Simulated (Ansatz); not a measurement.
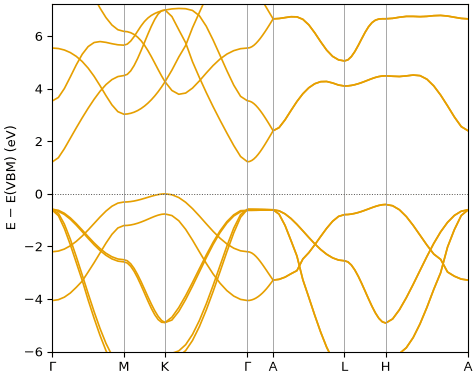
Fig. 1. Band structure from plane-wave PAW LDA (Ansatz code)

Problem. Read off the gap and where the band edges lie.

Solution. About 1.2 eV (1.22 eV by a search for the band edges); maximum at K, minimum at Γ.

Problem. Pick the material that matches.
A) WS2, P6_3/mmc (W on 2c, S on 4f)
B) GaN, P6_3/mmc (Ga on 2d, N on 2b)
C) MoS2, P6_3/mmc (Mo on 2b, S on 4f)
D) MoSe2, P6_3/mmc (Mo on 2c, Se on 4f)

Solution. B, GaN, P6_3/mmc (Ga on 2d, N on 2b)

The first step of the workflow began from a Materials Project structure, measured or hypothetical; the Crystallography Open Database copy checked does not list it. It is not the phase usual at ambient conditions (space group No. 186, 216). The LDA relaxation kept the symmetry of its start; phonons show weakly imaginary modes. A crystal of weakly bound layers computed without a dispersion correction: the cell and the soft elastic constants depend strongly on that. Spin–orbit coupling is left out wherever it is not named.

Potentials: the earlier of the program's two PAW sets. The files were generated under PBE; for other functionals the program regenerates the frozen cores, and for LDA and PBEsol the local potential too.
